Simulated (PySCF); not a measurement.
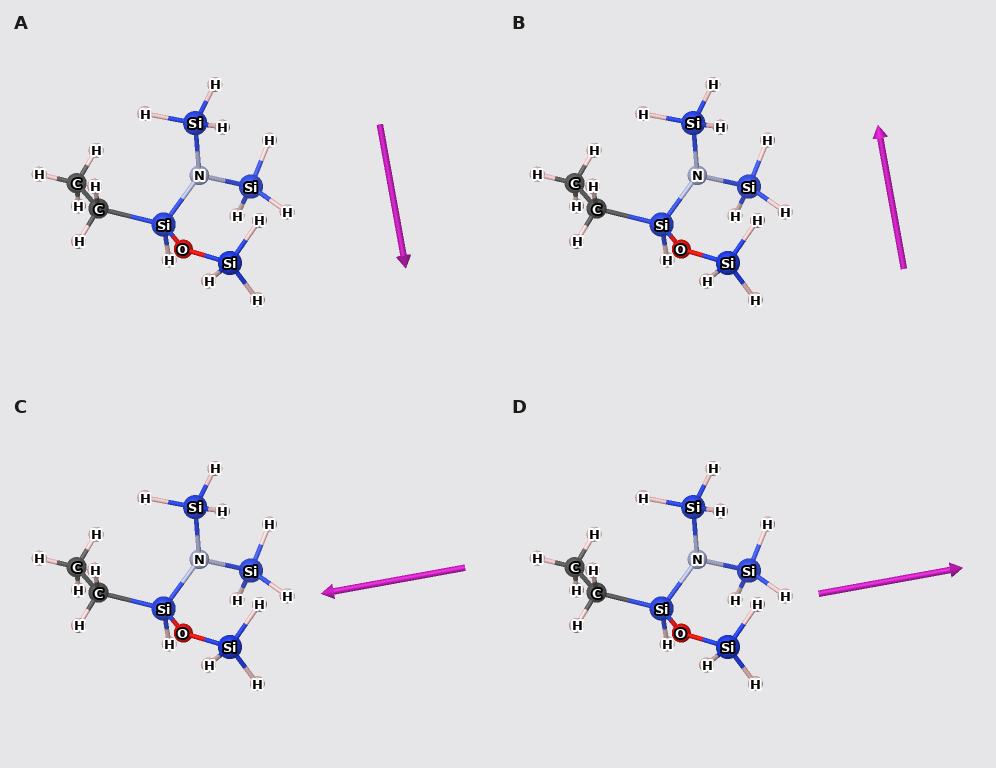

The same molecule four times, each with an arrow. Computed geometry: GFN2-xTB optimisation. No frequency run is at hand to confirm it as a minimum. Level of theory: PBE0/pcSseg-1, gas phase (PySCF 2.14.0).

### Which arrow points along the dipole moment, from the negative to the positive end?

B. The dipole moment is 0.32 D.

The geometry is semi-empirical. Around Si such bond lengths and angles can be off by a tenth of an ångström or more and by several degrees, and values that hang on the shape move with them.
